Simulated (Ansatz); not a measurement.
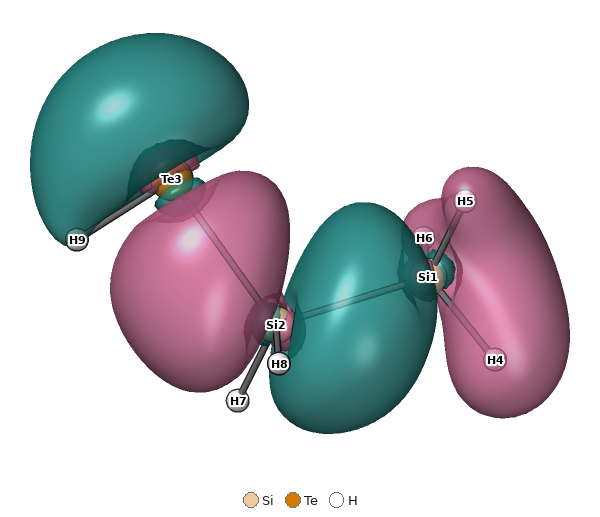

Figure. H6Si2Te. The HOMO−1 at ±0.06 Å⁻³ᐟ² (teal and pink are the two phases), seen at a tilt.

Geometry: PBE0-D4/def2-TZVP; core potentials replace the inner electrons of Te.

Method: RKS PBE0-D4/def2-TZVPP in Ansatz.

The calculation's input:

```
crystal:
  periodic: [false, false, false]
  atoms:
    - {symbol: Si, position_ang: [-0.717518, 1.026836, -1.013446]}
    - {symbol: Si, position_ang: [0.164634, -0.801544, 0.144900]}
    - {symbol: Te, position_ang: [1.364372, 0.127310, 2.131675]}
    - {symbol: H, position_ang: [-1.455707, 0.559591, -2.217116]}
    - {symbol: H, position_ang: [0.382914, 1.931578, -1.438397]}
    - {symbol: H, position_ang: [-1.649681, 1.778566, -0.132477]}
    - {symbol: H, position_ang: [-0.920816, -1.721012, 0.578885]}
    - {symbol: H, position_ang: [1.105872, -1.564244, -0.717837]}
    - {symbol: H, position_ang: [1.814429, -1.383380, 2.646612]}
basis:
  gaussian: {orbitals: def2-TZVPP}
hamiltonian: {xc: pbe0, dispersion: d4}
output: {orbitals: {seedname: orbitals}}
```

Command:

```sh
ansatz run in.yaml --threads 2 --pin off --events-out ev --progress --plain --max-ram 4352MiB
```

What is the character of this orbital?

Its weight (Hirshfeld) is mainly on Te3 (about 40 %), Si2 (about 30 %) and Si1 (about 20 %). Its energy is −8.29 eV.
